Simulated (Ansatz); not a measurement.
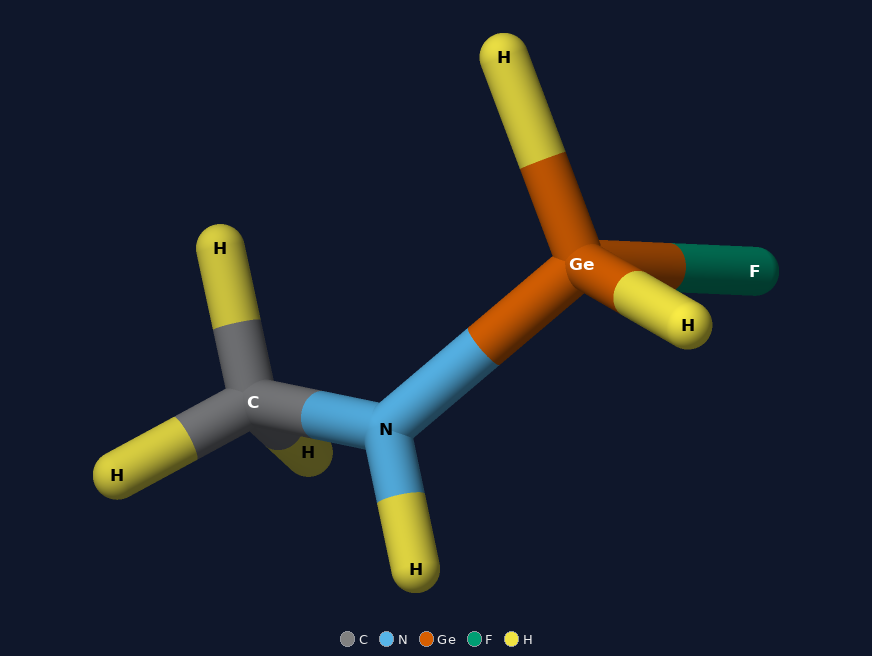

The picture shows a molecular structure as a stick model.

Which formula does it have?

CH₆FGeN, 10 atoms: 1 carbon, 6 hydrogen, 1 fluorine, 1 germanium and 1 nitrogen.

Count the bonded pairs by element.

3 C–H, 2 Ge–H, 1 C–N, 1 Ge–N, 1 F–Ge, 1 N–H.

Give a SMILES string for it.

C[NH][GeH2][F]

The parts below concern this one geometry. Atoms keep their numbers from picture to picture. Computed geometry: PBE0-D4/def2-TZVP optimisation.

Shape

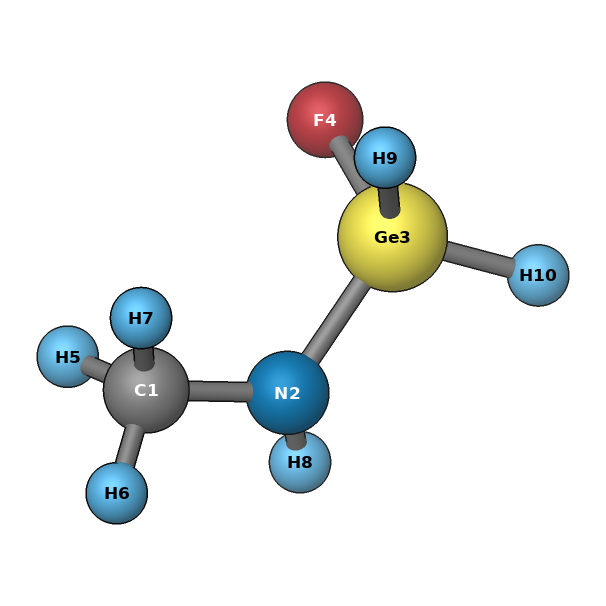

Atoms carry their numbers in the input.

List the bonds and their lengths.

```csv
bond,length (Å)
C1–N2,1.450
C1–H5,1.097
C1–H6,1.094
C1–H7,1.093
N2–Ge3,1.806
N2–H8,1.009
Ge3–F4,1.754
Ge3–H9,1.532
Ge3–H10,1.531
```

Charges

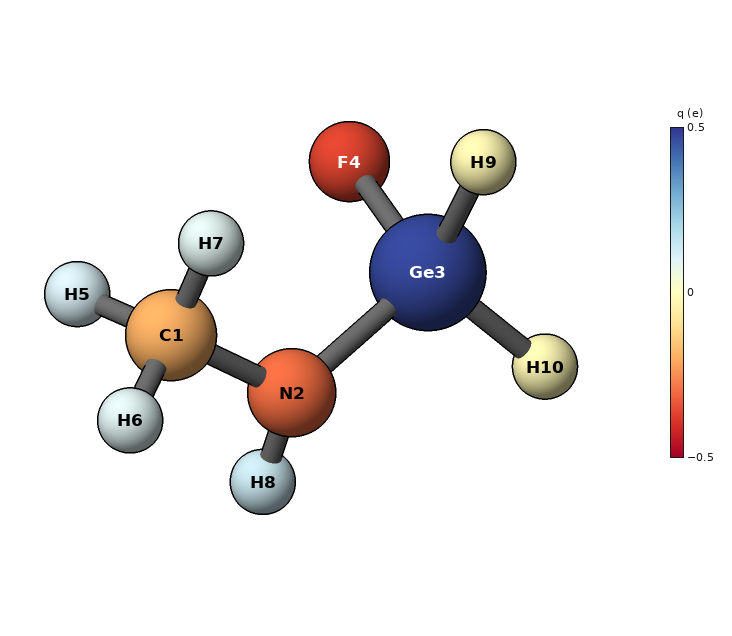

Atoms are coloured by their Mulliken charges. Properties computed with RKS PBE-D4/def2-TZVPP (Ansatz 0.2.0).

Which atom carries the highest charge (most positive or least negative)?

Ge3 (0.47 e).

And the lowest?

F4 (−0.36 e).

List the Mulliken charges.

```csv
atom,value (e)
C1,−0.19
N2,−0.29
Ge3,0.47
F4,−0.36
H5,0.11
H6,0.09
H7,0.09
H8,0.13
H9,−0.03
H10,−0.02
```

Vibrations

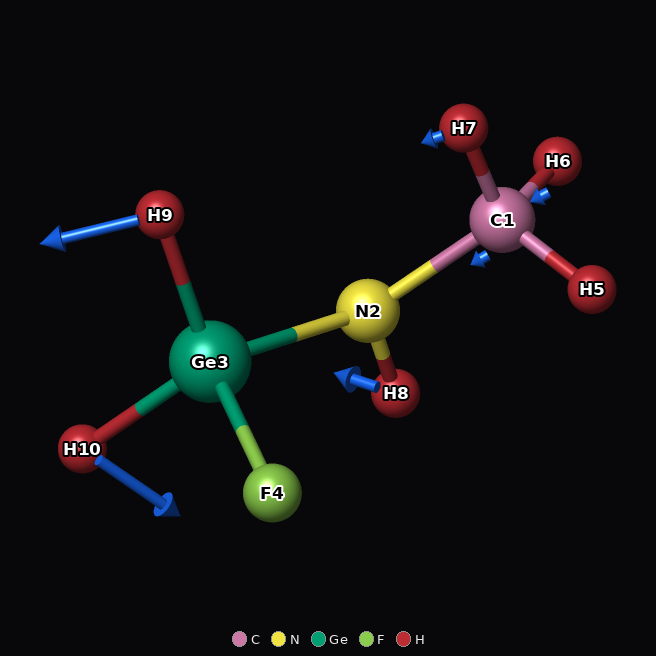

The arrows show one normal mode. Harmonic vibrations computed with RKS PBE0-D4/def2-TZVP (Ansatz 0.2.0) at a stationary point of the same level.

What kind of motion is it?

Mostly H–Ge–N bending.

At what wavenumber does it lie?

555 cm⁻¹; it is mode 6 of 24 counted from the lowest.

Electronic properties

Method: RKS BHLYP-D4/def2-TZVPP (Ansatz 0.2.0).

Give the dispersion correction at this level.

−19.4 kJ/mol.

Estimate the LUMO energy (Kohn–Sham orbital).

1.38 eV.

What is the HOMO energy (Kohn–Sham orbital)?

−8.55 eV.

Thermal motion

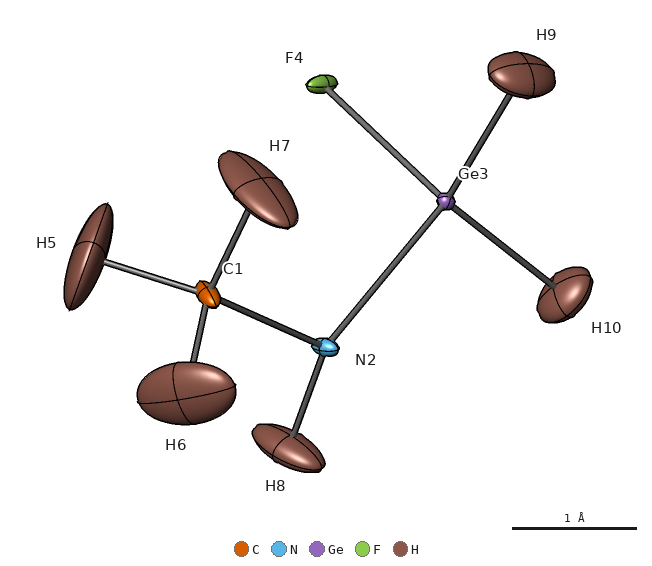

Displacement ellipsoids at the 50 % level, from the internal vibrations of the free molecule (harmonic, no overall translation or rotation; no half-axis is drawn under 0.075 Å). Vibrations computed with RKS PBE0-D4/def2-TZVP (Ansatz 0.2.0). Temperature: 200 K.

Which atom moves most?

H5, with U_eq = 0.0511 Å².

Does H7 move more along its bond or across it?

Across it: the root-mean-square amplitude is 0.080 Å along the bond and up to 0.327 Å across, since bending and torsion are softer than stretching.

List U_eq and the three principal root-mean-square amplitudes for each kind of atom.

| atom | U_eq (Å²) | rms amplitudes (Å) |
| --- | --- | --- |
| C1 | 0.0059 | 0.026, 0.056, 0.118 |
| N2 | 0.0038 | 0.035, 0.049, 0.089 |
| Ge3 | 0.00036 | 0.012, 0.014, 0.027 |
| F4 | 0.0053 | 0.032, 0.040, 0.115 |
| H5 | 0.0511 | 0.089, 0.224, 0.309 |
| H6 | 0.0447 | 0.096, 0.172, 0.309 |
| H7 | 0.0455 | 0.077, 0.153, 0.327 |
| H8 | 0.0267 | 0.081, 0.118, 0.244 |
| H9 | 0.0233 | 0.088, 0.148, 0.200 |
| H10 | 0.0219 | 0.090, 0.158, 0.181 |

Mulliken values depend strongly on the basis set and can even reverse the polarity of a bond.
